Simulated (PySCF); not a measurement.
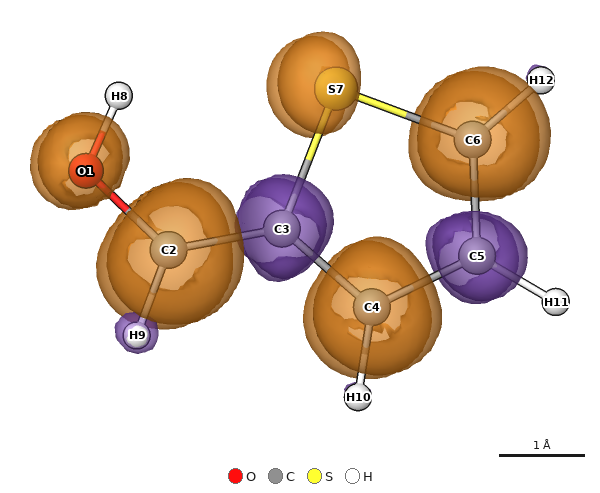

C5H5OS (SMILES O[CH]c1cccs1) (doublet). Isosurfaces of the spin density at +0.02 (orange) and −0.02 e/Å³ (purple), seen across its widest extent.

Geometry: GFN2-xTB.

Theory: UKS B3LYP, pcH-1 on C H O S, non-relativistic, mean-field spin-orbit, GIAO in PySCF.

```xyz
12

O     2.8520    0.2191    0.3685
C     1.8209   -0.5013   -0.1170
C     0.5061   -0.1355   -0.0767
C    -0.6126   -0.8398   -0.5636
C    -1.8106   -0.1712   -0.3535
C    -1.6690    1.0347    0.2813
S    -0.0242    1.3929    0.6491
H     2.5235    1.0429    0.7552
H     2.1302   -1.4337   -0.5619
H    -0.5182   -1.7954   -1.0438
H    -2.7704   -0.5527   -0.6562
H    -2.4266    1.7395    0.5575
```

Q: Where is the unpaired spin?

A: The unpaired spin (1 electron) lies mostly on C2 (about 0.3), C6 (about 0.2), C4 (about 0.2), O1 (about 0.1) and S7 (about 0.1), in electrons by Hirshfeld's partition.
